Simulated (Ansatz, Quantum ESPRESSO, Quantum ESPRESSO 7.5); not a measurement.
# Cu chain with one atom pushed 0.5 Å aside at constant bond length: ballistic transmission

How well does the junction conduct in the ballistic limit? It is: Cu chain with one atom pushed 0.5 Å aside at constant bond length.

Program: Quantum ESPRESSO 7.5. Level of theory: plane-wave DFT, PBE, GBRV ultrasoft pseudopotentials (cross-check by Ansatz 0.2.0 with PAW datasets). Results are calculated unless marked as measured.

## 1. The structure

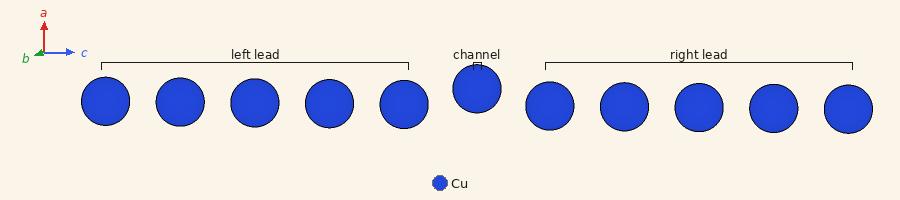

The cell as given, from the side, with the c axis across the page (copper blue).

The cell holds 11 atoms: 11 Cu. Its edges and angles: a = 7.500 Å, b = 7.500 Å, c = 25.190 Å, α = 90.0°, β = 90.0°, γ = 90.0°. Regions: left lead, 5 atoms (5 Cu); channel, 1 atom (1 Cu); right lead, 5 atoms (5 Cu). Vacuum lies along a and b. The structure is stacked along c, and the current runs across the ab planes.

## 2. SCF with pw.x

One periodic cell holds a stretch of lead, the junction and more lead; the atoms stay as built.

Input file scf.in:

```
&control
  prefix = 'scf'
  outdir = './out'
  pseudo_dir = './pseudo'
  calculation = 'scf'
  tprnfor = .true.
/
&system
  ibrav = 0
  nat = 11
  ntyp = 1
  ecutwfc = 34
  ecutrho = 170
  occupations = 'smearing'
  smearing = 'mv'
  degauss = 0.01
/
&electrons
  conv_thr = 1e-07
  mixing_beta = 0.25
  electron_maxstep = 120
  mixing_mode = 'local-TF'
/
ATOMIC_SPECIES
  Cu  63.5460  cu_pbe_v1.2.uspp.F.UPF
CELL_PARAMETERS angstrom
  7.50000000000000 0.00000000000000 0.00000000000000
  0.00000000000000 7.50000000000000 0.00000000000000
  0.00000000000000 0.00000000000000 25.18998886412873
ATOMIC_POSITIONS crystal
  Cu  0.500000000000 0.500000000000 0.000000000000
  Cu  0.500000000000 0.500000000000 0.091306114203
  Cu  0.500000000000 0.500000000000 0.182612228406
  Cu  0.500000000000 0.500000000000 0.273918342609
  Cu  0.500000000000 0.500000000000 0.365224456812
  Cu  0.566666667000 0.500000000000 0.454346942899
  Cu  0.500000000000 0.500000000000 0.543469428985
  Cu  0.500000000000 0.500000000000 0.634775543188
  Cu  0.500000000000 0.500000000000 0.726081657391
  Cu  0.500000000000 0.500000000000 0.817387771594
  Cu  0.500000000000 0.500000000000 0.908693885797
K_POINTS automatic
  1 1 3 0 0 0
```

Run with:

```console
OMP_NUM_THREADS=1 mpirun -n 4 pw.x -nk 1 -in scf.in > scf.out
```

The log of the run:

```text
Program PWSCF v.7.5 starts
[citation notice left out]

     Parallel version (MPI & OpenMP), running on       4 processor cores
     Number of MPI processes:                 4
     Threads/MPI process:                     1

     MPI processes distributed on     1 nodes
[...]
Current dimensions of program PWSCF are:
     Max number of different atomic species (ntypx) = 10
     Max number of k-points (npk) =  40000
     Max angular momentum in pseudopotentials (lmaxx) =  4
     Message from routine setup:
     using ibrav=0 with symmetry is DISCOURAGED, use correct ibrav instead

     R & G space division:  proc/nbgrp/npool/nimage =       4
     Subspace diagonalization in iterative solution of the eigenvalue problem:
     a serial algorithm will be used

     Parallelization info
     --------------------
     sticks:   dense  smooth     PW     G-vecs:    dense   smooth      PW
     Min         677     544    138                89509    64018    8178
     Max         678     545    139                89526    64029    8189
     Sum        2709    2177    553               358057   256089   32729

     Using Slab Decomposition

     bravais-lattice index     =            0
     lattice parameter (alat)  =      14.1729  a.u.
     unit-cell volume          =    9561.9640 (a.u.)^3
     number of atoms/cell      =           11
     number of atomic types    =            1
     number of electrons       =       209.00
     number of Kohn-Sham states=          126
     kinetic-energy cutoff     =      34.0000  Ry
     charge density cutoff     =     170.0000  Ry
     scf convergence threshold =      1.0E-07
     mixing beta               =       0.2500
     number of iterations used =            8  local-TF  mixing
     Exchange-correlation= SLA  PW   PBE  PBE
                           (   1   4   3   4   0   0   0)

     celldm(1)=  14.172946  celldm(2)=   0.000000  celldm(3)=   0.000000
     celldm(4)=   0.000000  celldm(5)=   0.000000  celldm(6)=   0.000000

     crystal axes: (cart. coord. in units of alat)
               a(1) = (   1.000000   0.000000   0.000000 )
               a(2) = (   0.000000   1.000000   0.000000 )
               a(3) = (   0.000000   0.000000   3.358665 )

     reciprocal axes: (cart. coord. in units 2 pi/alat)
               b(1) = (  1.000000  0.000000  0.000000 )
               b(2) = (  0.000000  1.000000  0.000000 )
               b(3) = (  0.000000  0.000000  0.297737 )

     PseudoPot. # 1 for Cu read from file:
     ./pseudo/cu_pbe_v1.2.uspp.F.UPF
     Pseudo is Ultrasoft + core correction, Zval = 19.0
     Generated by new atomic code, or converted to UPF format
     Using radial grid of  867 points,  6 beta functions with:
                l(1) =   0
                l(2) =   0
                l(3) =   1
                l(4) =   1
                l(5) =   2
                l(6) =   2
     Q(r) pseudized with  8 coefficients,  rinner =    1.150   1.150   1.150
                                                       1.150   1.150

     atomic species   valence    mass     pseudopotential
     Cu               19.00    63.54600     Cu( 1.00)

      2 Sym. Ops. (no inversion) found

   Cartesian axes

     site n.     atom                  positions (alat units)
         1        Cu     tau(   1) = (   0.5000000   0.5000000   0.0000000  )
         2        Cu     tau(   2) = (   0.5000000   0.5000000   0.3066667  )
         3        Cu     tau(   3) = (   0.5000000   0.5000000   0.6133333  )
         4        Cu     tau(   4) = (   0.5000000   0.5000000   0.9200000  )
         5        Cu     tau(   5) = (   0.5000000   0.5000000   1.2266667  )
         6        Cu     tau(   6) = (   0.5666667   0.5000000   1.5259993  )
         7        Cu     tau(   7) = (   0.5000000   0.5000000   1.8253318  )
         8        Cu     tau(   8) = (   0.5000000   0.5000000   2.1319985  )
         9        Cu     tau(   9) = (   0.5000000   0.5000000   2.4386652  )
        10        Cu     tau(  10) = (   0.5000000   0.5000000   2.7453318  )
        11        Cu     tau(  11) = (   0.5000000   0.5000000   3.0519985  )

     number of k points=     2  Marzari-Vanderbilt smearing, width (Ry)=  0.0100
                       cart. coord. in units 2pi/alat
        k(    1) = (   0.0000000   0.0000000   0.0000000), wk =   0.6666667
        k(    2) = (   0.0000000   0.0000000   0.0992458), wk =   1.3333333

     Dense  grid:   358057 G-vectors     FFT dimensions: (  60,  60, 200)

     Smooth grid:   256089 G-vectors     FFT dimensions: (  54,  54, 180)

     Estimated max dynamical RAM per process >     417.88 MB

     Estimated total dynamical RAM >       1.63 GB

     Initial potential from superposition of free atoms

     starting charge     198.0000, renormalised to     209.0000

     negative rho (up, down):  2.155E-02 0.000E+00
     Starting wfcs are  143 randomized atomic wfcs

     total cpu time spent up to now is        2.3 secs

     per-process dynamical memory:   109.9 Mb

     Self-consistent Calculation

     iteration #  1     ecut=    34.00 Ry     beta= 0.25
     Davidson diagonalization with overlap
     ethr =  1.00E-02,  avg # of iterations =  7.5

     negative rho (up, down):  4.810E-01 0.000E+00

     total cpu time spent up to now is       11.4 secs

     total energy              =   -4420.52582014 Ry
     estimated scf accuracy    <     220.17877475 Ry

     iteration #  2     ecut=    34.00 Ry     beta= 0.25
[...]
negative rho (up, down):  3.931E-01 0.000E+00

[...]
total energy              =   -4439.99448084 Ry
     estimated scf accuracy    <       0.46878391 Ry

     iteration #  3     ecut=    34.00 Ry     beta= 0.25
[...]
negative rho (up, down):  1.324E-01 0.000E+00

[...]
total energy              =   -4439.80060234 Ry
     estimated scf accuracy    <       0.43548476 Ry

     iteration #  4     ecut=    34.00 Ry     beta= 0.25
[...]
negative rho (up, down):  9.470E-02 0.000E+00

[...]
total energy              =   -4439.98025933 Ry
     estimated scf accuracy    <       0.85437676 Ry

     iteration #  5     ecut=    34.00 Ry     beta= 0.25
[...]
negative rho (up, down):  9.139E-02 0.000E+00

[...]
total energy              =   -4439.94878787 Ry
     estimated scf accuracy    <       0.89637126 Ry

     iteration #  6     ecut=    34.00 Ry     beta= 0.25
[...]
negative rho (up, down):  1.416E-04 0.000E+00

[...]
total energy              =   -4439.89184693 Ry
     estimated scf accuracy    <       0.00710011 Ry

     iteration # 12     ecut=    34.00 Ry     beta= 0.25
[...]
Minimization algorithm failed to find Fermi energy: reverting to bisection
     Possible cause: smearing is larger than the electronic band-gap.

     negative rho (up, down):  1.882E-07 0.000E+00

[...]
total energy              =   -4439.89153293 Ry
     estimated scf accuracy    <       0.00456037 Ry

     iteration # 13     ecut=    34.00 Ry     beta= 0.25
[...]
Minimization algorithm failed to find Fermi energy: reverting to bisection
     Possible cause: smearing is larger than the electronic band-gap.

[...]
total energy              =   -4439.89141072 Ry
     estimated scf accuracy    <       0.00161712 Ry

     iteration # 14     ecut=    34.00 Ry     beta= 0.25
[...]
total energy              =   -4439.89170274 Ry
     estimated scf accuracy    <       0.00148727 Ry

     iteration # 15     ecut=    34.00 Ry     beta= 0.25
[...]
negative rho (up, down):  4.682E-08 0.000E+00

[...]
total energy              =   -4439.89161828 Ry
     estimated scf accuracy    <       0.00062709 Ry

     iteration # 16     ecut=    34.00 Ry     beta= 0.25
[...]
Minimization algorithm failed to find Fermi energy: reverting to bisection
     Possible cause: smearing is larger than the electronic band-gap.

     negative rho (up, down):  3.359E-08 0.000E+00

[...]
total energy              =   -4439.89168390 Ry
     estimated scf accuracy    <       0.00002402 Ry

     iteration # 17     ecut=    34.00 Ry     beta= 0.25
[...]
negative rho (up, down):  7.884E-08 0.000E+00

[...]
total energy              =   -4439.89169428 Ry
     estimated scf accuracy    <       0.00001477 Ry

     iteration # 18     ecut=    34.00 Ry     beta= 0.25
[...]
negative rho (up, down):  3.404E-07 0.000E+00

[...]
total energy              =   -4439.89169675 Ry
     estimated scf accuracy    <       0.00000396 Ry

     iteration # 19     ecut=    34.00 Ry     beta= 0.25
[...]
Minimization algorithm failed to find Fermi energy: reverting to bisection
     Possible cause: smearing is larger than the electronic band-gap.

     negative rho (up, down):  2.299E-07 0.000E+00

[...]
total energy              =   -4439.89169688 Ry
     estimated scf accuracy    <       0.00000201 Ry

     iteration # 20     ecut=    34.00 Ry     beta= 0.25
[...]
negative rho (up, down):  3.806E-07 0.000E+00

[...]
total energy              =   -4439.89169718 Ry
     estimated scf accuracy    <       0.00000030 Ry

     iteration # 21     ecut=    34.00 Ry     beta= 0.25
[...]
negative rho (up, down):  6.736E-07 0.000E+00

[...]
total energy              =   -4439.89169700 Ry
     estimated scf accuracy    <       0.00000019 Ry

     iteration # 22     ecut=    34.00 Ry     beta= 0.25
[...]
negative rho (up, down):  4.539E-07 0.000E+00

[...]
End of self-consistent calculation

          k = 0.0000 0.0000 0.0000 ( 32017 PWs)   bands (ev):

  -113.9265-113.9082-113.9061-113.9054-113.8978-113.8829-113.8827-113.8803
  -113.8799-113.8615-113.8607 -71.5639 -71.5575 -71.5357 -71.5319 -71.4871
   -71.4767 -71.4403 -71.4198 -71.3908 -71.3885 -71.3721 -71.2902 -71.2563
   -71.2545 -71.2543 -71.2526 -71.2519 -71.2469 -71.2463 -71.2436 -71.2434
   -71.2306 -71.2304 -71.2289 -71.2286 -71.2262 -71.2259 -71.2223 -71.2222
   -71.2106 -71.2103 -71.2066 -71.2058  -6.5844  -6.3250  -6.2863  -5.5416
    -5.5210  -4.9790  -4.9772  -4.9579  -4.9220  -4.8031  -4.7843  -4.7773
    -4.7611  -4.5739  -4.5717  -4.4434  -4.4407  -4.3679  -4.3206  -4.3132
    -4.2482  -4.2334  -4.1678  -4.1664  -4.1385  -4.1366  -4.1313  -4.1299
    -4.0801  -4.0762  -4.0620  -4.0580  -4.0178  -4.0177  -4.0084  -4.0037
    -3.9453  -3.9407  -3.9325  -3.9282  -3.9150  -3.9103  -3.8568  -3.8542
    -3.8468  -3.8443  -3.8046  -3.8039  -3.8036  -3.8023  -3.7411  -3.7325
    -3.5596  -3.5577  -3.5411  -3.5387  -3.4392  -3.4377  -3.3892  -3.3632
    -3.2517  -3.2302  -1.7380  -1.6831  -0.2271  -0.2062   0.0627   0.0797
     0.1357   0.1361   0.3207   0.3608   0.9957   1.0355   1.0432   1.0557
     1.3888   1.6037   1.6244   2.2346   2.3033   2.3581

          k = 0.0000 0.0000 0.0992 ( 32036 PWs)   bands (ev):

  -113.9265-113.9082-113.9061-113.9054-113.8978-113.8829-113.8827-113.8803
  -113.8799-113.8615-113.8607 -71.5652 -71.5535 -71.5448 -71.5229 -71.4963
   -71.4654 -71.4491 -71.4127 -71.3993 -71.3828 -71.3728 -71.2902 -71.2563
   -71.2545 -71.2542 -71.2525 -71.2518 -71.2468 -71.2463 -71.2437 -71.2434
   -71.2305 -71.2304 -71.2289 -71.2287 -71.2262 -71.2260 -71.2223 -71.2222
   -71.2106 -71.2104 -71.2066 -71.2059  -6.5555  -6.4557  -6.0966  -5.8344
    -5.2097  -4.9931  -4.9862  -4.9284  -4.9258  -4.8913  -4.8612  -4.7734
    -4.6823  -4.6591  -4.5686  -4.5112  -4.3898  -4.3422  -4.3065  -4.3061
    -4.2122  -4.1750  -4.1699  -4.1654  -4.1626  -4.1464  -4.1389  -4.1174
    -4.1062  -4.0866  -4.0795  -4.0735  -4.0511  -4.0219  -4.0204  -3.9814
    -3.9798  -3.9367  -3.9351  -3.9014  -3.8845  -3.8829  -3.8621  -3.8567
    -3.8203  -3.8184  -3.8128  -3.8122  -3.7811  -3.7800  -3.7596  -3.6660
    -3.6589  -3.6095  -3.5478  -3.5038  -3.4632  -3.4495  -3.4192  -3.3851
    -3.3821  -2.8330  -2.3125  -1.0587  -0.4038  -0.1665  -0.1600  -0.0502
    -0.0305   0.3443   0.3839   0.6361   0.6867   0.8079   1.3732   1.4383
     1.4431   1.4998   1.7776   1.8646   1.8816   2.0213

     the Fermi energy is    -3.3140 ev

!    total energy              =   -4439.89169637 Ry
     estimated scf accuracy    <       0.00000007 Ry
     smearing contrib. (-TS)   =       0.00964331 Ry
     internal energy E=F+TS    =   -4439.90133968 Ry

     The total energy is F=E-TS. E is the sum of the following terms:
     one-electron contribution =   -7115.67327923 Ry
     hartree contribution      =    3549.93642412 Ry
     xc contribution           =    -425.90192383 Ry
     ewald contribution        =    -448.26256074 Ry

     convergence has been achieved in  22 iterations

     negative rho (up, down):  4.539E-07 0.000E+00

     Forces acting on atoms (cartesian axes, Ry/au):

     atom    1 type  1   force =    -0.00034082    0.00000000   -0.00036378
     atom    2 type  1   force =    -0.00004946    0.00000000    0.00040128
     atom    3 type  1   force =     0.00101996    0.00000000   -0.00016660
     atom    4 type  1   force =     0.00168558    0.00000000   -0.00003219
     atom    5 type  1   force =    -0.00827394    0.00000000    0.00276235
     atom    6 type  1   force =     0.01190460    0.00000000   -0.00014213
     atom    7 type  1   force =    -0.00826686    0.00000000   -0.00300274
     atom    8 type  1   force =     0.00169024    0.00000000   -0.00009676
     atom    9 type  1   force =     0.00102019    0.00000000    0.00017672
     atom   10 type  1   force =    -0.00004924    0.00000000   -0.00021047
     atom   11 type  1   force =    -0.00034025    0.00000000    0.00067432

     Total force =     0.017437     Total SCF correction =     0.001061

[...]
=------------------------------------------------------------------------------=
   JOB DONE.
=------------------------------------------------------------------------------=
```

Run time: 2.2 min. Hardware: 4 MPI ranks of Arm Neoverse V2, shared host; peak memory 1.7 GiB; 8.7 min of CPU time.

This step gave:

| Item | Value |
| --- | --- |
| free energy | -60407.8039 eV |
| Fermi energy | -3.314 eV |

The program's own clock; routines nest. Time by routine:

```
     routine  wall time (s)  calls
       PWSCF          129.4      1
   electrons          125.9      1
     c_bands          92.44     22
     cegterg           91.2     44
       h_psi          51.42    200
        fftw           42.7  31842
    vloc_psi          37.48    200
    sum_band          17.65     22
      calbec          10.09    252
     mix_rho           8.28     22
h_psi:calbec           6.76    200
  add_vuspsi           6.68    200
       s_psi           6.66    200
        newd           6.49     23
```

The run needed 22 iterations to bring the estimated error under 1e-07 Ry; the largest force on any atom, held or free, is 0.31 eV/Å.

(Continued in part 2 of 4.)

[Logs are printed without paths, hosts, clocks, repeated set-up lines and the standing remarks that a program may print on its own settings, such as how far it seeks lower states.]

[Hosts, paths, dates, database ids (printed as entryN), source tags and the programs' standing remarks are cut or masked in the printed files.]

[Maps of the electrostatic potential energy from Ansatz leave out the sawtooth potential of an applied field or a dipole correction, so their vacuum need not be flat; planar profiles and work functions include it.]
